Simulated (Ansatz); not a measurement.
## WH6ClO: geometry relaxation (part 2 of 2)

Continued. System: WH6ClO, multiplicity 2. Method: UKS PBE0/def2-SVP (Ansatz 0.2.0). The input holds or restrains some coordinates. It belongs to a series of runs on one base structure; here: pulled along the bonds that form and break, towards end A.

Geometry of the input (Å):
```
W  0.0000  0.0000  0.0000
Cl 0.0000  0.0000  2.6400
O  1.9400  0.0000  0.0000
H  2.2771  -0.9519  -0.0197
H  0.0000  1.7200  0.0000
H  -1.7200  0.0000  0.0000
H  0.0000  -1.7200  0.0000
H  0.0000  0.0000  -1.7200
H  0.0000  0.0000  4.3100
```

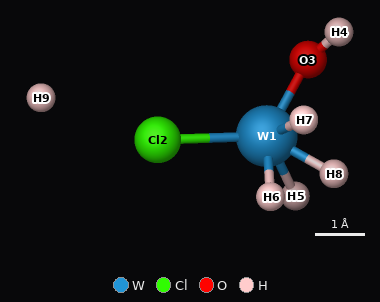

Figure 1. The geometry at step 8 of the log (ball-and-stick view, seen at a tilt; atoms are numbered from 1 in the order of the input).

Log, continued:
```
relax step  17: F+E_penalty+E_count = -16478.70092747 eV  Δ(F+E_penalty+E_count) = -1.032e-3 eV  max|allowed force component| = 1.017e0 eV/Å  E_restraint = 0.01501374 eV  max|allowed force component, restraints' pulls added| = 9.792e-2 eV/Å  Δτ_max = 0.0331 Å  (36 SCF iters, accepted)
  distance Cl 1 - H 8 = 2.5746 Å
  distance W 0 - Cl 1 = 2.3587 Å
995 factors; integrals over basis functions are off by at most 7.7e-4 eV
mean field evaluation 192: about -16474.5187 eV, gradient 3.2e1 eV
mean field -16478.70092747 eV, -605.5810894200 hartree, gradient 1.6e-5 eV, S^2 0.750381; 1 other end points of the search recorded, 0 dependent functions left out
the calculation of the forces begins
reference -16478.70097809 eV, -605.5810912802 hartree; 23, 22 occupied and 71, 72 virtual orbitals, 995 factors
Total energy: -16478.70097809 eV, -605.5810912802 hartree
Atom 0 at     0.222024     0.127914     0.240765 Å, force    -0.336373     0.118426     0.856220 eV/Å
Atom 1 at    -0.512459     0.290474     2.476292 Å, force     0.261501    -0.044370    -1.016530 eV/Å
Atom 2 at     2.023804    -0.320834     0.064031 Å, force     0.009263    -0.097925    -0.013604 eV/Å
Atom 3 at     2.419705    -1.116650    -0.311144 Å, force     0.013020     0.033647     0.000795 eV/Å
Atom 4 at     0.120366     1.650847    -0.475839 Å, force    -0.017921     0.007836     0.022068 eV/Å
Atom 5 at    -1.190744    -0.761781     0.180668 Å, force     0.016212    -0.005213    -0.002589 eV/Å
Atom 6 at     0.110593    -1.170201    -0.787128 Å, force     0.021985     0.012964     0.013899 eV/Å
Atom 7 at    -0.668397     0.302511    -1.170363 Å, force     0.004364    -0.013748    -0.004499 eV/Å
Atom 8 at    -0.027792     0.045819     4.993018 Å, force     0.027948    -0.011617     0.144241 eV/Å
Dipole moment:     0.407048    -0.206783    -0.281275 e Å
```

Trajectory as extended XYZ (Å, eV, eV/Å), 12 of the 17 frames kept, from step=1 to step=17:
```
9
Properties=species:S:1:pos:R:3:forces:R:3 step=1 energy=-16474.65563
W     0.0000    0.0000    0.0000    4.6063   1.3726  -1.2257
Cl    0.0000    0.0000    2.6400    0.0529  -0.0087   5.0635
O     1.9400    0.0000    0.0000   -1.1356  -2.4599   0.0697
H     2.2771   -0.9519   -0.0197   -0.0400   1.6213  -0.0168
H     0.0000    1.7200    0.0000   -1.3077   1.4227  -0.0619
H    -1.7200    0.0000    0.0000   -0.9048  -0.3598   0.0363
H     0.0000   -1.7200    0.0000   -1.0174  -1.5832  -0.0523
H     0.0000    0.0000   -1.7200   -0.1637  -0.0126   0.5572
H     0.0000    0.0000    4.3100   -0.0899   0.0076  -4.3700
9
Properties=species:S:1:pos:R:3:forces:R:3 step=2 energy=-16474.11482
W     0.0582    0.0216   -0.0003    3.3894   2.2786   4.5964
Cl    0.0017    0.0000    2.4459   -0.5968  -0.4447  -1.9381
O     1.9401   -0.0234    0.0022   -0.6601  -2.1156  -0.4714
H     2.2852   -0.9465   -0.0209    0.7196   0.6619  -0.0414
H    -0.0307    1.7535   -0.0016   -1.5543   0.8570  -1.1766
H    -1.7286   -0.0082    0.0010    0.3051  -0.6449  -0.2185
H    -0.0239   -1.7492   -0.0013   -1.1212  -0.4954  -1.0524
H    -0.0028    0.0001   -1.7084   -0.5371  -0.2375  -0.2520
H    -0.0022    0.0002    4.4937    0.0554   0.1405   0.5542
9
Properties=species:S:1:pos:R:3:forces:R:3 step=4 energy=-16476.34577
W     0.1935    0.1482    0.0784   -0.4918   0.6645   2.3927
Cl   -0.0791   -0.0201    2.3566   -0.4334  -0.1127  -0.6724
O     2.0039   -0.1270   -0.0496    0.0138  -0.9621  -0.2665
H     2.3809   -1.0080   -0.0520    0.9596  -0.4150  -0.3611
H    -0.1904    1.8279   -0.1616   -0.8151  -0.3352  -1.0960
H    -1.6331   -0.0864   -0.0372    1.3019  -0.3144  -0.2063
H    -0.1188   -1.6742   -0.1408   -0.1465   1.6046  -0.7211
H    -0.0577   -0.0162   -1.6662   -0.3991  -0.1395   0.7478
H    -0.0020    0.0039    4.8829    0.0106   0.0098   0.1829
9
Properties=species:S:1:pos:R:3:forces:R:3 step=5 energy=-16477.38318
W     0.2428    0.2203    0.1318   -1.0088  -0.4234   1.9182
Cl   -0.1921   -0.0695    2.4134   -0.1424   0.0425  -1.1275
O     2.0343   -0.2070   -0.0721   -0.1924  -0.3431  -0.0438
H     2.4470   -1.0723   -0.1105    0.5095  -0.2559  -0.4208
H    -0.2954    1.8205   -0.3041   -0.2198  -0.5653  -0.8332
H    -1.5080   -0.1198   -0.0570    1.1577  -0.0116  -0.0914
H    -0.1221   -1.4970   -0.2220    0.1274   1.5312  -0.3500
H    -0.1162   -0.0374   -1.5606   -0.2438   0.0168   0.8145
H     0.0067    0.0102    4.9915    0.0126   0.0088   0.1339
9
Properties=species:S:1:pos:R:3:forces:R:3 step=7 energy=-16478.26533
W     0.2927    0.2465    0.2804   -0.5913   0.0385   0.8622
Cl   -0.3921   -0.0558    2.5239    0.1419   0.1906  -1.1086
O     2.0556   -0.2811   -0.0630    0.4717  -1.1087  -0.5758
H     2.5004   -1.0894   -0.4371   -0.6896   1.2614   0.3623
H    -0.2946    1.6558   -0.5567    0.4119  -0.4892   0.0839
H    -1.3091   -0.1658   -0.0252    0.0192   0.0083   0.1018
H    -0.0874   -1.2482   -0.3041    0.1744  -0.0011  -0.0173
H    -0.1992   -0.0219   -1.3042    0.0444   0.0955   0.1617
H    -0.0691    0.0079    5.0962    0.0174   0.0048   0.1299
9
Properties=species:S:1:pos:R:3:forces:R:3 step=8 energy=-16478.36314
W     0.3194    0.2087    0.3406   -0.7042  -0.1608   0.5412
Cl   -0.4956   -0.0032    2.5462    0.3040   0.1696  -0.8840
O     2.0532   -0.2774   -0.1397    0.1129   0.0129   0.2314
H     2.4453   -1.0170   -0.6149    0.0250   0.0184  -0.2119
H    -0.1331    1.5840   -0.5605    0.1274  -0.1272   0.0398
H    -1.2803   -0.1649    0.0051   -0.0580  -0.2006   0.3042
H     0.0415   -1.3056   -0.2837   -0.1512   0.2364  -0.0306
H    -0.2992    0.0011   -1.1859    0.3245   0.0485  -0.1319
H    -0.1542    0.0224    5.1030    0.0196   0.0027   0.1418
9
Properties=species:S:1:pos:R:3:forces:R:3 step=10 energy=-16478.49298
W     0.2614    0.1252    0.3580   -0.1992   0.0237   0.6723
Cl   -0.4960    0.1813    2.5989    0.2371   0.0642  -0.9456
O     2.0248   -0.2898   -0.0799    0.1071  -0.2817  -0.2592
H     2.4319   -0.9223   -0.6980   -0.2001   0.2181   0.3328
H     0.0742    1.5358   -0.5613    0.0322  -0.0074   0.1688
H    -1.3288   -0.4035    0.1411    0.0836  -0.1091   0.0233
H     0.0097   -1.2722   -0.4930    0.0817   0.0722  -0.0002
H    -0.2953    0.0696   -1.2053   -0.1619   0.0279  -0.1382
H    -0.1848    0.0240    5.1497    0.0194  -0.0079   0.1460
9
Properties=species:S:1:pos:R:3:forces:R:3 step=11 energy=-16478.53859
W     0.2354    0.0953    0.3380   -0.4290   0.3016   0.3744
Cl   -0.4824    0.3726    2.5965    0.2749  -0.1285  -1.1931
O     2.0084   -0.2913   -0.0710    0.2477  -0.4268  -0.2414
H     2.4143   -0.9641   -0.6508   -0.2505   0.3316   0.4205
H     0.1368    1.5744   -0.4883    0.0078  -0.1898   0.1605
H    -1.3152   -0.5895    0.1939    0.2743  -0.0196   0.0573
H     0.0560   -1.2519   -0.6147    0.0083   0.0685   0.0588
H    -0.3688    0.1164   -1.2341   -0.1511   0.0829   0.2234
H    -0.1875   -0.0138    5.1408    0.0175  -0.0199   0.1396
9
Properties=species:S:1:pos:R:3:forces:R:3 step=13 energy=-16478.65353
W     0.2076    0.1262    0.2628   -0.0950   0.1030   0.6089
Cl   -0.4722    0.4025    2.5173    0.2281  -0.1186  -1.1262
O     2.0055   -0.3052    0.0430    0.2240  -0.4699  -0.2475
H     2.4259   -1.0622   -0.4062   -0.2562   0.3995   0.3036
H     0.1892    1.6220   -0.5188   -0.1880  -0.0214   0.0771
H    -1.2250   -0.7627    0.2583    0.1163   0.0891  -0.1078
H     0.0903   -1.1632   -0.7792   -0.0233  -0.0812   0.1955
H    -0.6219    0.2213   -1.2003   -0.0278   0.1216   0.1532
H    -0.1022   -0.0307    5.0332    0.0220  -0.0222   0.1432
9
Properties=species:S:1:pos:R:3:forces:R:3 step=14 energy=-16478.68229
W     0.2419    0.1667    0.2315   -0.4277  -0.2124   0.7507
Cl   -0.4767    0.3051    2.4674    0.2720   0.0610  -0.9316
O     2.0388   -0.3172    0.0642    0.1964  -0.3654  -0.2353
H     2.4485   -1.1222   -0.2999   -0.2561   0.3962   0.1998
H     0.0888    1.6429   -0.5639    0.0773   0.1330   0.0441
H    -1.1573   -0.7235    0.1994   -0.1363  -0.0250   0.0821
H     0.0749   -1.1895   -0.7113    0.1848   0.1242  -0.0875
H    -0.7005    0.3068   -1.1555    0.0648  -0.0944   0.0296
H    -0.0613   -0.0209    4.9784    0.0247  -0.0171   0.1482
9
Properties=species:S:1:pos:R:3:forces:R:3 step=16 energy=-16478.69990
W     0.2240    0.1454    0.2378   -0.2201  -0.0513   0.8246
Cl   -0.4996    0.3188    2.4743    0.2473  -0.0389  -1.0197
O     2.0244   -0.3267    0.0736    0.0329  -0.0835  -0.0682
H     2.4029   -1.1297   -0.3108   -0.0505   0.1451   0.0766
H     0.0991    1.6599   -0.4954    0.0211   0.0038   0.0032
H    -1.1765   -0.7585    0.1919   -0.0180  -0.0015  -0.0080
H     0.1333   -1.1721   -0.7696   -0.0556   0.0615   0.0136
H    -0.6759    0.2955   -1.1729    0.0152  -0.0198   0.0301
H    -0.0345    0.0155    4.9814    0.0276  -0.0154   0.1478
9
Properties=species:S:1:pos:R:3:forces:R:3 step=17 energy=-16478.70093
W     0.2220    0.1279    0.2408   -0.3364   0.1184   0.8562
Cl   -0.5125    0.2905    2.4763    0.2615  -0.0444  -1.0165
O     2.0238   -0.3208    0.0640    0.0093  -0.0979  -0.0136
H     2.4197   -1.1166   -0.3111    0.0130   0.0336   0.0008
H     0.1204    1.6508   -0.4758   -0.0179   0.0078   0.0221
H    -1.1907   -0.7618    0.1807    0.0162  -0.0052  -0.0026
H     0.1106   -1.1702   -0.7871    0.0220   0.0130   0.0139
H    -0.6684    0.3025   -1.1704    0.0044  -0.0137  -0.0045
H    -0.0278    0.0458    4.9930    0.0279  -0.0116   0.1442
```

Results in brief:

| quantity | value |
| --- | --- |
| outcome | converged under the restraints of the input |
| total energy | −16478.7010 eV |
| mean-field energy | −16478.7010 eV |
| ⟨S²⟩ | 0.750 |
| largest force (length of the vector) at the end, held atoms and coordinates included | 1.051 eV/Å |
| hardware | 4 threads of Arm Neoverse V2, 24 GiB of memory available, shared host |
| wall time | 38 s (CPU time 2.3 min) |
| peak memory | 0.27 GiB |
